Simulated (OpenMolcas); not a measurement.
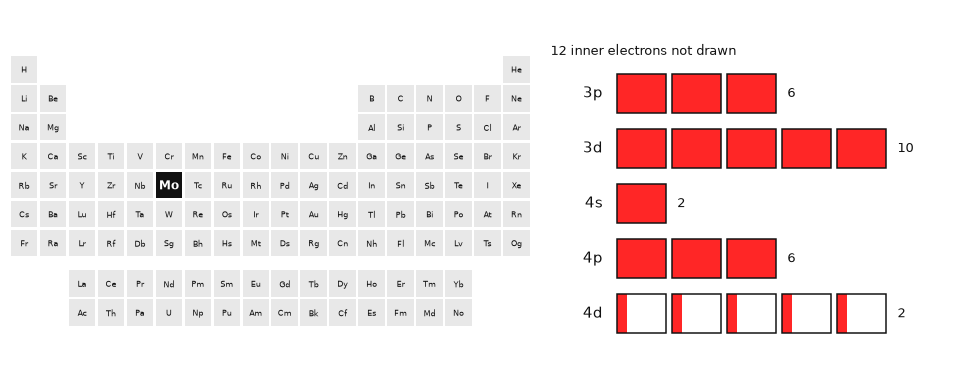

Fig. 1: Left, the place of molybdenum in the periodic table; right, the outer shells of the leading configuration of the lowest level: a box for each of the 2l + 1 orbitals, shaded by the share of the shell that is filled, with the electron count at the right.

## Multiconfigurational calculation for Mo⁴⁺ complex

- system: Mo⁴⁺ with 6 ligands (H2O; octahedron, 2.01 Å), with no charges around it.
- method: state-averaged CASSCF, active space 2 electrons in the shell 4d, basis ANO-RCC-VTZP on the metal and ANO-RCC-VDZP on the ligands, DKH2 scalar Hamiltonian, spin-orbit coupling by RASSI with atomic mean-field integrals (OpenMolcas)

## The input
```
&GATEWAY
Coord
19

Mo 0.0 0.0 0.0
O 2.010000 0.000000 0.000000
H 2.586978 0.779741 0.000000
H 2.586978 -0.779741 0.000000
O 0.000000 2.010000 0.000000
H 0.000000 2.586978 0.779741
H 0.000000 2.586978 -0.779741
O -2.010000 0.000000 0.000000
H -2.586978 0.779741 0.000000
H -2.586978 -0.779741 0.000000
O 0.000000 -2.010000 0.000000
H 0.000000 -2.586978 0.779741
H 0.000000 -2.586978 -0.779741
O 0.000000 0.000000 2.010000
H 0.779741 0.000000 2.586978
H -0.779741 0.000000 2.586978
O 0.000000 0.000000 -2.010000
H 0.779741 0.000000 -2.586978
H -0.779741 0.000000 -2.586978
Basis=Mo.ANO-RCC-VTZP,H.ANO-RCC-VDZP,O.ANO-RCC-VDZP
Group=XYZ
NoMove
AngMom=0.0 0.0 0.0
AMFI
RICD
&SEWARD
&RASSCF
FileOrb=start.orb
Symmetry=1
Spin=3
nActEl=2 0 0
Inactive=24 24
Ras2=5 0
CIRoot=10 10 1
SDav=10
CIMx=300
Iter=150 100
PrWF=0.3
OrbListing=Nothing
MaxOrb=1
LevShft=1.0
>>> COPY $Project.JobIph JOB001
&RASSCF
FileOrb=start.orb
Symmetry=1
Spin=1
nActEl=2 0 0
Inactive=24 24
Ras2=5 0
CIRoot=15 15 1
SDav=15
CIMx=300
Iter=150 100
PrWF=0.3
OrbListing=Nothing
MaxOrb=0
LevShft=1.0
>>> COPY $Project.JobIph JOB002
&RASSI
NrOfJobIphs=2 10 15
1 2 3 4 5 6 7 8 9 10
1 2 3 4 5 6 7 8 9 10 11 12 13 14 15
IphNames
JOB001
JOB002
EJob
SpinOrbit
DIPRint=1.0
SOCoupling=1000.0
Subsets=2
Property=9
'ANGMOM' 1 'ANGMOM' 2 'ANGMOM' 3 'MLTPL  1' 1 'MLTPL  1' 2 'MLTPL  1' 3
'AMFI' 1 'AMFI' 2 'AMFI' 3
SOProperty=3
'ANGMOM' 1 'ANGMOM' 2 'ANGMOM' 3
```

The file start.orb holds starting orbitals from an earlier step. A driver script formed the levels outside the program, from RASSI's spin-orbit matrix and the active-space energies, averaged over the components of each term or state.

Launched with:
```bash
OMP_NUM_THREADS=1 MOLCAS_MEM=2457 MOLCAS_PROJECT=a pymolcas a.inp > a.log  # once for each step of the input, in one work folder
```

## Output (extracts)
```
--- SEWARD ---
Basis set label: MO.ANO-RCC...7S6P4D2F1G.

      Electronic valence basis set:
      ------------------
      Associated Effective Charge  42.000000 au
      Associated Actual Charge     42.000000 au
      Nuclear Model: Point charge

      Shell  nPrim  nBasis  Cartesian Spherical Contaminant
         s      21       7        X
         p      18       6        X
         d      13       4                 X
         f       6       2                 X
         g       4       1                 X
                  Relativistic Douglas-Kroll-Hess integrals:
                    - DKH order of Hamiltonian: 2
                    - DKH order of Properties : 0
                  Atomic mean-field integrals
--- RASSCF ---
Wave function specifications:
      -----------------------------

      Number of closed shell electrons          96
      Number of electrons in active shells       2
      Max number of holes in RAS1 space          0
      Max nr of electrons in RAS3 space          0
      Number of inactive orbitals               48
      Number of active orbitals                  5
      Number of secondary orbitals             159
      Spin quantum number                      1.0
      State symmetry                             1
Orbital specifications:
      -----------------------

      Symmetry species                           1   2
                                                ag  au
      Frozen orbitals                            0   0
      Inactive orbitals                         24  24
      Active orbitals                            5   0
      RAS1 orbitals                              0   0
      RAS2 orbitals                              5   0
      RAS3 orbitals                              0   0
      Secondary orbitals                        79  80
      Deleted orbitals                           0   0
      Number of basis functions                108 104
      Number of CSFs                            10
      Number of root(s) required                10
      Iter CI   SX   CI       RASSCF       Energy    max ROT     max BLB   max BLB  Level Ln srch  Step   QN
          iter iter root      energy       change     param      element    value   shift minimum  type update
 Nr of preliminary CI iterations:   1
      Total energies have been shifted. Add                -4000.00 au
        1   1   12    0  -499.79484131    0.00E+00   1.20E-01*  20  27 1  3.10E-01*  0.82   0.00    SX    NO
        2   1   13    0  -500.31984197   -5.25E-01* -9.01E-02   21  29 1  1.98E-01*  0.62   0.00    SX    NO
        3   1   12    0  -500.43975577   -1.20E-01* -3.53E-02   20  27 1  8.50E-02*  0.71   0.00    SX    NO
        4   1   12    0  -500.46267756   -2.29E-02* -1.70E-02   21  29 1  4.17E-02*  0.73   0.00    SX    NO
        5   1   11    0  -500.46944234   -6.76E-03* -2.00E-02   20  27 1  2.08E-02*  0.74   2.31    LS   YES
        6   1   11    0  -500.47264367   -3.20E-03*  5.77E-03   24  28 1  7.31E-03*  0.75   1.11    QN   YES
        7   1   10    0  -500.47306679   -4.23E-04*  4.94E-03   24  28 1  4.89E-03*  0.74   1.88    LS   YES
        8   1   10    0  -500.47318419   -1.17E-04* -2.44E-03   20  27 1 -4.32E-03*  0.74   1.02    QN   YES
        9   1   10    0  -500.47328783   -1.04E-04* -1.82E-03   21  29 1 -2.54E-03*  0.74   1.75    LS   YES
       10   1   10    0  -500.47331116   -2.33E-05* -9.18E-04    9  51 1 -2.50E-03*  0.74   1.01    QN   YES
       11   1    9    0  -500.47333044   -1.93E-05* -4.72E-04   19  58 1 -7.37E-04*  0.74   1.52    LS   YES
       12   1    9    0  -500.47333296   -2.52E-06* -3.39E-04    8  29 1  6.90E-04*  0.74   1.00    QN   YES
       13   1    8    0  -500.47333474   -1.78E-06*  7.01E-05   19  51 1  1.47E-04*  0.74   1.16    QN   YES
       14   1    7    0  -500.47333490   -1.51E-07*  3.18E-05   19  62 1 -3.87E-05   0.74   1.29    QN   YES
       15   1    6    0  -500.47333491   -1.84E-08*  9.90E-06    9  47 2 -1.39E-05   0.74   1.21    QN   YES
       16   1    5    0  -500.47333492   -2.20E-09  -4.24E-06   20  53 1  6.69E-06   0.74   1.44    QN   YES
      Convergence after 16 iterations
       17   1    5    0  -500.47333492   -4.40E-10  -4.24E-06   20  53 1  1.87E-06   0.74   1.44    QN   YES
      Natural orbitals and occupation numbers for root  1
      sym 1:   0.997442   0.997442   0.002558   0.002558  -0.000000
      Natural orbitals and occupation numbers for root  2
      sym 1:   0.996596   0.003404   0.003404   0.996596  -0.000000
      Natural orbitals and occupation numbers for root  3
      sym 1:   0.999848  -0.000000   0.000152   0.999848   0.000152
::    RASSCF root number  1 Total energy:  -4500.60105749
::    RASSCF root number  2 Total energy:  -4500.60105749
::    RASSCF root number  3 Total energy:  -4500.60105749
::    RASSCF root number  4 Total energy:  -4500.45766542
::    RASSCF root number  5 Total energy:  -4500.45766542
::    RASSCF root number  6 Total energy:  -4500.45766542
::    RASSCF root number  7 Total energy:  -4500.41653820
::    RASSCF root number  8 Total energy:  -4500.41653820
::    RASSCF root number  9 Total energy:  -4500.41653820
::    RASSCF root number 10 Total energy:  -4500.30756582
--- RASSCF ---
Wave function specifications:
      -----------------------------

      Number of closed shell electrons          96
      Number of electrons in active shells       2
      Max number of holes in RAS1 space          0
      Max nr of electrons in RAS3 space          0
      Number of inactive orbitals               48
      Number of active orbitals                  5
      Number of secondary orbitals             159
      Spin quantum number                      0.0
      State symmetry                             1
Orbital specifications:
      -----------------------

      Symmetry species                           1   2
                                                ag  au
      Frozen orbitals                            0   0
      Inactive orbitals                         24  24
      Active orbitals                            5   0
      RAS1 orbitals                              0   0
      RAS2 orbitals                              5   0
      RAS3 orbitals                              0   0
      Secondary orbitals                        79  80
      Deleted orbitals                           0   0
      Number of basis functions                108 104
      Number of CSFs                            15
      Number of root(s) required                15
      Iter CI   SX   CI       RASSCF       Energy    max ROT     max BLB   max BLB  Level Ln srch  Step   QN
          iter iter root      energy       change     param      element    value   shift minimum  type update
 Nr of preliminary CI iterations:   1
      Total energies have been shifted. Add                -4000.00 au
        1   1   11    0  -500.42420338    0.00E+00  -8.47E-03   25  31 1 -5.05E-03*  0.73   0.00    SX    NO
        2   1   10    0  -500.42461352   -4.10E-04*  3.74E-03   19  29 1  3.02E-03*  0.73   0.00    SX    NO
        3   1   10    0  -500.42472131   -1.08E-04*  1.90E-03   19  29 1  1.63E-03*  0.73   0.00    SX    NO
        4   1    9    0  -500.42475436   -3.31E-05*  9.57E-04   23  25 1 -1.02E-03*  0.73   0.00    SX    NO
        5   1    9    0  -500.42476549   -1.11E-05*  1.41E-03   23  25 1 -6.99E-04*  0.73   2.49    LS   YES
        6   1    8    0  -500.42477156   -6.08E-06* -1.40E-04   23  25 1 -2.28E-04*  0.73   0.99    QN   YES
        7   1    8    0  -500.42477203   -4.73E-07* -2.10E-04   23  25 1 -1.64E-04*  0.73   2.50    LS   YES
        8   1    7    0  -500.42477233   -2.99E-07*  7.53E-05   11  42 2 -1.03E-04*  0.73   1.11    QN   YES
        9   1    7    0  -500.42477239   -5.68E-08* -4.83E-05   19  29 1 -4.73E-05   0.73   1.51    QN   YES
       10   1    6    0  -500.42477241   -2.24E-08*  1.99E-05   19  29 1 -9.45E-06   0.73   1.21    QN   YES
       11   1    6    0  -500.42477241   -2.18E-09   7.41E-06   11  42 2  5.06E-06   0.73   1.29    QN   YES
      Convergence after 11 iterations
       12   1    6    0  -500.42477241   -3.78E-10   7.41E-06   19  29 1  1.87E-06   0.73   1.29    QN   YES
      Natural orbitals and occupation numbers for root  1
      sym 1:   0.000721   0.000000   0.028721   1.125825   0.844732
      Natural orbitals and occupation numbers for root  2
      sym 1:   1.008329   0.005748   0.000000   0.003914   0.982008
      Natural orbitals and occupation numbers for root  3
      sym 1:   0.954747   0.000000   0.002905   1.033586   0.008762
::    RASSCF root number  1 Total energy:  -4500.55412858
::    RASSCF root number  2 Total energy:  -4500.55412858
::    RASSCF root number  3 Total energy:  -4500.55412858
::    RASSCF root number  4 Total energy:  -4500.55243922
::    RASSCF root number  5 Total energy:  -4500.55243922
::    RASSCF root number  6 Total energy:  -4500.49177990
::    RASSCF root number  7 Total energy:  -4500.40712168
::    RASSCF root number  8 Total energy:  -4500.40712168
::    RASSCF root number  9 Total energy:  -4500.40712168
::    RASSCF root number 10 Total energy:  -4500.39440177
::    RASSCF root number 11 Total energy:  -4500.39440177
::    RASSCF root number 12 Total energy:  -4500.39440177
::    RASSCF root number 13 Total energy:  -4500.25534324
::    RASSCF root number 14 Total energy:  -4500.25534324
::    RASSCF root number 15 Total energy:  -4500.19728530
--- RASSI ---
SPIN-FREE ENERGIES:
  (Shifted by EMIN (a.u.) =      -4500.6010574934)

 SF State       Relative EMIN(au)   Rel lowest level(eV)    D:o, cm**(-1)

     1             0.0000000000        0.0000000000              0.0000
     2             0.0000000000        0.0000000000              0.0000
     3             0.0000000000        0.0000000000              0.0000
    11             0.0469289156        1.2770008497          10299.7065
    12             0.0469289156        1.2770008497          10299.7065
    13             0.0469289156        1.2770008497          10299.7065
    14             0.0486182737        1.3229706230          10670.4777
    15             0.0486182737        1.3229706230          10670.4777
    16             0.1092775916        2.9735947540          23983.6591
     4             0.1433920722        3.9018970604          31470.9222
     5             0.1433920722        3.9018970604          31470.9222
     6             0.1433920722        3.9018970604          31470.9222
     7             0.1845192899        5.0210256668          40497.3031
     8             0.1845192899        5.0210256668          40497.3031
     9             0.1845192899        5.0210256668          40497.3031
    17             0.1939358129        5.2772623109          42563.9910
    18             0.1939358129        5.2772623109          42563.9910
    19             0.1939358129        5.2772623109          42563.9910
    20             0.2066557205        5.6233886301          45355.6881
    21             0.2066557205        5.6233886301          45355.6881
    22             0.2066557205        5.6233886301          45355.6881
    10             0.2934916761        7.9863153579          64413.9774
    23             0.3457142485        9.4073639454          75875.5072
    24             0.3457142485        9.4073639454          75875.5072
    25             0.4037721965       10.9872011945          88617.7540
     Dipole printing threshold changed to   1.00000000E+00
Eigenvalues of complex Hamiltonian:
   -----------------------------------
  (Shifted by EMIN (a.u.) =      -4500.6010574934)

 SO State       Relative EMIN(au)   Rel lowest level(eV)    D:o, cm**(-1)

     1            -0.0024562622        0.0000000000              0.0000
     2            -0.0024562622        0.0000000000              0.0000
     3            -0.0023464261        0.0029887917             24.1062
     4            -0.0023464261        0.0029887917             24.1062
     5            -0.0023464261        0.0029887916             24.1062
     6             0.0019372500        0.1195535558            964.2645
     7             0.0019372500        0.1195535559            964.2645
     8             0.0019372500        0.1195535559            964.2645
     9             0.0038805586        0.1724336773           1390.7714
    10             0.0467970682        1.3402513967          10809.8565
    11             0.0467970682        1.3402513967          10809.8565
    12             0.0467970682        1.3402513967          10809.8565
    13             0.0486173937        1.3897849755          11209.3718
    14             0.0486173937        1.3897849755          11209.3718
    15             0.1091934000        3.0381420808          24504.2684
    16             0.1416787310        3.9221129703          31633.9745
    17             0.1425860226        3.9468016334          31833.1020
    18             0.1425860226        3.9468016334          31833.1020
    19             0.1425860226        3.9468016333          31833.1020
    20             0.1442162243        3.9911616809          32190.8899
    21             0.1442162243        3.9911616808          32190.8899
    22             0.1442162243        3.9911616808          32190.8899
    23             0.1442724251        3.9926909831          32203.2246
    24             0.1442724251        3.9926909830          32203.2246
    25             0.1822217138        5.0253437346          40532.1307
    26             0.1833246881        5.0553571953          40774.2056
    27             0.1833246881        5.0553571953          40774.2056
    28             0.1833246881        5.0553571952          40774.2056
    29             0.1851886629        5.1060785322          41183.3007
    30             0.1851886629        5.1060785322          41183.3007
    31             0.1851886629        5.1060785323          41183.3007
    32             0.1858960315        5.1253270141          41338.5502
    33             0.1858960315        5.1253270140          41338.5502
    34             0.1945441168        5.3606534035          43236.5856
    35             0.1945441168        5.3606534035          43236.5856
    36             0.1945441168        5.3606534035          43236.5856
    37             0.2068022732        5.6942148323          45926.9399
    38             0.2068022732        5.6942148323          45926.9399
    39             0.2068022732        5.6942148323          45926.9399
    40             0.2937849691        8.0611345648          65017.4350
    41             0.2937849691        8.0611345647          65017.4350
Weights of the five most important spin-orbit-free states for each spin-orbit state.

 SO State  Total energy (au)           Spin-free states, spin, and weights
 -------------------------------------------------------------------------------------------------------
    1        -0.002456       2 1.0  0.3870    3 1.0  0.3177    1 1.0  0.2903   14 0.0  0.0023   15 0.0  0.0010
    2        -0.002456       1 1.0  0.3731    3 1.0  0.3457    2 1.0  0.2763   15 0.0  0.0023   14 0.0  0.0010
    3        -0.002346       3 1.0  0.5300    1 1.0  0.4450    2 1.0  0.0214   13 0.0  0.0018   11 0.0  0.0007
    4        -0.002346       2 1.0  0.5340    3 1.0  0.2551    1 1.0  0.2073   11 0.0  0.0016   12 0.0  0.0006
    5        -0.002346       2 1.0  0.4410    1 1.0  0.3441    3 1.0  0.2114   12 0.0  0.0019   13 0.0  0.0004
    6         0.001937       3 1.0  0.3902    2 1.0  0.3390    1 1.0  0.2701    4 1.0  0.0002    6 1.0  0.0002
    7         0.001937       3 1.0  0.4340    1 1.0  0.3917    2 1.0  0.1736    5 1.0  0.0003    4 1.0  0.0002
    8         0.001937       2 1.0  0.4867    1 1.0  0.3375    3 1.0  0.1751    6 1.0  0.0002    5 1.0  0.0002
    9         0.003881       2 1.0  0.3327    3 1.0  0.3327    1 1.0  0.3327   16 0.0  0.0017    7 1.0  0.0001
   10         0.046797      13 0.0  0.9950    3 1.0  0.0012    1 1.0  0.0012    4 1.0  0.0010    5 1.0  0.0005
   11         0.046797      12 0.0  0.9950    2 1.0  0.0012    1 1.0  0.0009    5 1.0  0.0007    4 1.0  0.0007
   12         0.046797      11 0.0  0.9950    2 1.0  0.0012    3 1.0  0.0009    6 1.0  0.0009    5 1.0  0.0008
```

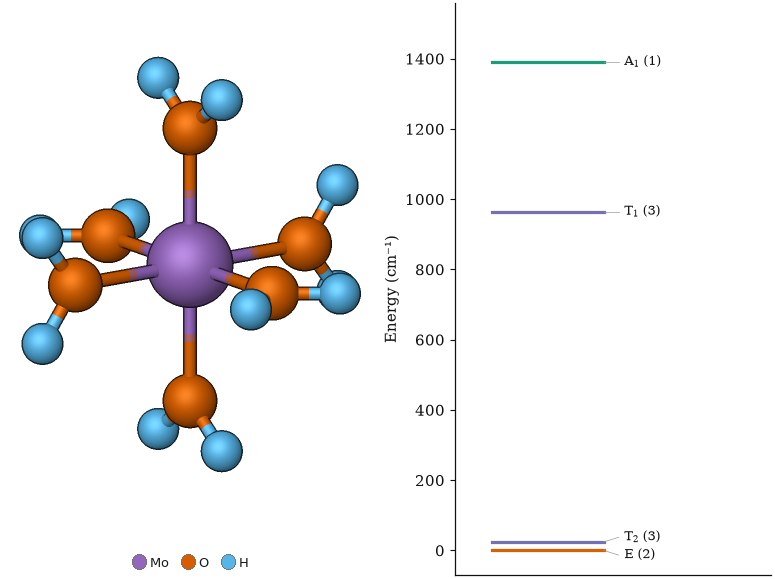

Fig. 2: Mo⁴⁺ (4d²) with 6 ligands, H₂O, at 2.01 Å (arrangement: octahedron, Th), and its levels. Labels give the representation in O, Td, D4 or D3 as the site allows (double group for half-integer spin) where it could be assigned and, in brackets, the degeneracy; spin-free states, where drawn, share the zero of the spin-orbit levels. The ground level is E, doubly degenerate, 100 % from states of spin multiplicity 3. Its principal g values are all close to zero. The next level lies at 24 cm⁻¹ (T₂). The active orbitals hold 77 to 89 % metal character (Löwdin), and the Mulliken charge of the metal is +3.02.

## Results in brief

- outcome: converged
- energy of the lowest spin-free term: −4500.60106 hartree
- energy of the lowest spin-orbit level: −4500.60351 hartree
- largest spread among components of a term: 0.0 cm⁻¹
- hardware: 1 thread of Arm Neoverse V1, 24 GiB of memory available, shared host
- wall time: 60 s
- peak memory: 0.4 GiB

## Remarks

Without dynamic correlation the splittings between terms come out too large, often by 20 to 50 %. Limits: covalent bonds, ligand orbitals missing from the active space; distances are set from ionic radii, not optimised.
